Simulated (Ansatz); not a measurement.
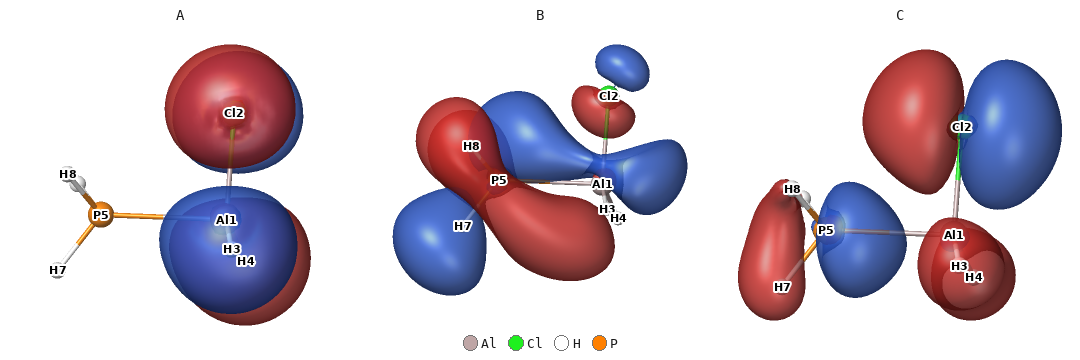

*AlClH5P. Three frontier orbitals at ±0.06 Å⁻³ᐟ² (red and blue are the two phases), in no order.*

Theory: RKS PBE/def2-SVP (Ansatz 0.2.0).

Input

```
crystal:
  periodic: [false, false, false]
  atoms:
    - { symbol: Al, position_ang: [0.094717, -0.553541, -0.362567] }
    - { symbol: Cl, position_ang: [-0.090504, 0.294411, 2.949464] }
    - { symbol: H, position_ang: [1.448668, 0.254997, -0.62236] }
    - { symbol: H, position_ang: [-1.336114, -0.017855, -0.833177] }
    - { symbol: P, position_ang: [0.197487, -2.584085, 0.712924] }
    - { symbol: H, position_ang: [-0.701226, -3.332239, -0.120942] }
    - { symbol: H, position_ang: [1.414294, -3.080889, 0.136033] }
    - { symbol: H, position_ang: [-0.058322, -1.041798, 2.812525] }
basis:
  gaussian: { orbitals: def2-SVP }
hamiltonian:
  xc: pbe
relax:
  f_tol: 0.03
  max_steps: 50
output:
  orbitals: {}
```

Command:

```sh
ansatz run input.yaml --threads 1 --pin off --max-ram 2048MiB --backend cpu --events-out ev --progress --plain --runs-dir out
```

The fields are those of the run's last geometry, not of the input's.

Q: Which picture is the HOMO−1, the HOMO and the LUMO?

A: C is the HOMO−1 (−6.80 eV). Its weight (Hirshfeld) is mainly on Cl2 (about 70 %) and P5 (about 10 %); largely a lone pair of Cl2. A is the HOMO (−6.38 eV). Its weight (Hirshfeld) is mainly on Cl2 (about 45 %), Al1 (about 20 %), H3 (about 20 %) and H4 (about 20 %). B is the LUMO (−1.20 eV). By Hirshfeld shares it lies mainly on P5 (about 45 %), Al1 (about 15 %), H7 (about 15 %), H6 (about 5 %), H8 (about 5 %) and Cl2 (about 5 %).

Q: What is the HOMO–LUMO gap?

A: 5.18 eV between the orbital energies.
